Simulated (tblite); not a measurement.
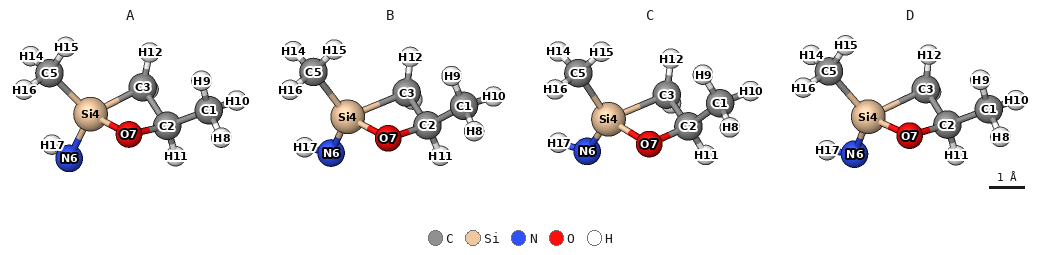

4 geometries from one relaxation of C₄H₁₀NOSi (multiplicity 2), in shuffled order. The picture is a ball-and-stick view, seen from a free direction.

These are results of GFN2-xTB geometry optimisation, gas phase (tblite 0.8.0), not measurements. 

Q: Order the frames from highest to lowest energy.

A: A, D, B, C. They are steps 0, 18, 40, 86, at +0.614 eV, +0.067 eV, +0.020 eV relative to the last. The largest move after the best rigid fit is that of an H atom, 0.57 Å. By element the largest moves are H 0.57 Å, N 0.44 Å, O 0.42 Å, C 0.36 Å, Si 0.21 Å. Some distances before and after: C–Si 1.853 → 2.012 Å, C–Si 1.821 → 1.905 Å, N–Si 1.731 → 1.653 Å, C–C 1.581 → 1.509 Å. Among the angles between lasting bonds that change: Si–N–H 108.3° → 122.1°, C–Si–N 116.8° → 128.1°, C–Si–N 114.2° → 104.0°. Groups turn about N–Si by about 35°, C–Si by about 20°. After 86 geometry steps the energy has fallen by 0.614 eV. The run took 0.78 s on 1 thread of Intel(R) Xeon(R) Processor @ 2.70GHz (shared host).
